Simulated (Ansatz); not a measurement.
# Ru(111) slab (three-index Miller notation) (20 atoms): surface energy

What is the surface energy of this cell, counted against the bulk crystal, and how far does it hang on functional and mesh?

Calculated with Ansatz 0.2.0: Kohn-Sham DFT, PBE, PAW (set soft_2), plane waves; cutoff 420 eV, fermi-dirac smearing of 0.1 eV. Cutoffs: 420 eV for PBE and PBEsol; 500 eV for r2SCAN.

**The cells**

The cell holds 20 atoms: 20 Ru. Its edges and angles: a = 4.703 Å, b = 5.068 Å, c = 27.293 Å, α = 90.0°, β = 90.0°, γ = 117.6°. It derives from Ru. The starting structure: Slab of Ru cut on (1 1 1), 12.3 Å thick, 1 x 1 surface cells, both faces free, 15 Å of vacuum; not relaxed. Lattice constants are starting values near those of PBE. Vacuum lies along c.

The bulk reference is Ru2 in a cell of 2 atoms, 13.661 Å³ an atom.

The input of the single point on the relaxed cell:

```yaml
crystal:
  lattice:
    - [4.70252, 0.0, 0.0]
    - [-2.35126, 4.49012, 0.0]
    - [0.0, 0.0, 27.29275]
  atoms:
    - { symbol: Ru, position: [0.65797, 0.64114, 0.27983] }
    - { symbol: Ru, position: [0.09206, 0.18158, 0.30032] }
    - { symbol: Ru, position: [0.20166, 0.72556, 0.32086] }
    - { symbol: Ru, position: [0.64189, 0.2762, 0.34406] }
    [... 14 atom lines left out ...]
    - { symbol: Ru, position: [0.56254, 0.46097, 0.69968] }
    - { symbol: Ru, position: [0.99664, 0.00141, 0.72017] }
kpoints:
  mp_grid: { grid: [9, 8, 1] }
hamiltonian:
  xc: pbe
scf:
  occupations: { method: fermi_dirac, width: 0.1 }
output:
  forces: true
  populations: true
  dos:
    method: { smearing: { sigma: 0.08 } }
    de: 0.1
    projected: { site_lists: { Ru: [Ru] } }
  eigenvalues: true
  write_density: true
  write_potential: true
  volumetric_format: npy
```

| cell | formula | k-mesh | relaxation steps | gain on relaxing (eV) | free energy, PBE (eV) | time of its runs on this page |
| --- | --- | --- | --- | --- | --- | --- |
| Ru(111) slab (three-index Miller notation) | Ru20 | 9×8×1 (relaxed on 6×5×1) | 5 | 0.35 | -117565.395 | 62 s |
| bulk Ru | Ru2 | 23×23×13 | - | - | -11757.403 | 29 s |

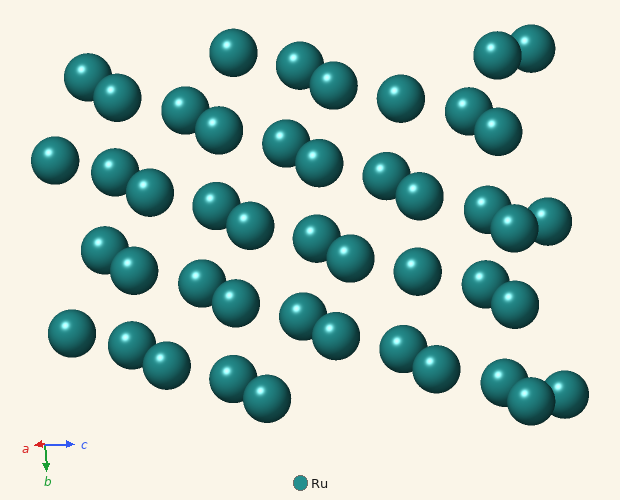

The relaxed cell. 1×2×1 cells are drawn. Some periodic images of atoms are drawn too.

**Surface energy**

The excess is the cell's free energy less 10 times that of the bulk cell. It is divided by twice the area, as the cell holds two faces, so the value is their mean, and they need not be alike (21.11 Å²), with 1 eV/Å² = 16.022 J/m².

| level | k-mesh | excess (eV) | surface energy (J/m²) | per area (meV/Å²) |
| --- | --- | --- | --- | --- |
| PBE | 9×8×1 | 8.638 | 3.277 | 204.5 |
| PBE, denser mesh | 11×10×1 | 8.636 | 3.277 | 204.5 |
| r2SCAN | 9×8×1 | 9.354 | 3.549 | 221.5 |
| PBEsol | 9×8×1 | 9.984 | 3.788 | 236.4 |

Worked for the first row at PBE: (-117565.395) − 10 × (-11757.403) = 8.638 eV (from unrounded energies).

Then 8.638 / (2 × 21.11) × 16.022 = 3.277 J/m².

**Neighbours**

Bonds by pair of elements; cutoffs follow the first minimum of g(r), held within bounds set by covalent radii, and pairs that aren't listed don't count as bonded:

| pair A-B | cutoff (Å) | bonds | mean length (Å) | spread (Å) | shortest (Å) | B about A | A about B |
| --- | --- | --- | --- | --- | --- | --- | --- |
| Ru-Ru | 3.12 | 107 | 2.67 | 0.046 | 2.52 | 10.7 | 10.7 |

How many atoms have how many bonded neighbours:

| element | mean | 6 | 8 | 10 | 11 | 12 |
| --- | --- | --- | --- | --- | --- | --- |
| Ru | 10.7 | 2 | 2 | 2 | 2 | 12 |

**Findings**

At PBE the surface energy is 3.28 J/m². At the same geometries the levels give 3.28 (PBE) to 3.79 J/m² (PBEsol) and the denser mesh leaves it within 0.01 J/m². Relaxing the atoms lowered it by 0.131 J/m² from the start (on the 6×5×1 mesh of the relaxation), and the farthest atom moved 0.14 Å. By these cutoffs 8 of 20 Ru atoms differ from the commonest count of 12.

Limits: The cell edges were held, so the lattice is the typed one for every functional. Cell and bulk are sampled on unlike meshes, and the error grows with the number of atoms subtracted. These are free energies under a smearing of 0.1 eV, whose entropy term isn't removed. In some runs the program notes that positions were snapped to a detected symmetry and the exchange-correlation potential is rough where the density is thin.

[Logs are printed without paths, hosts, clocks, repeated set-up lines and the standing remarks that a program may print on its own settings, such as how far it seeks lower states.]

[Hosts, paths, dates, database ids (printed as entryN), source tags and the programs' standing remarks are cut or masked in the printed files.]
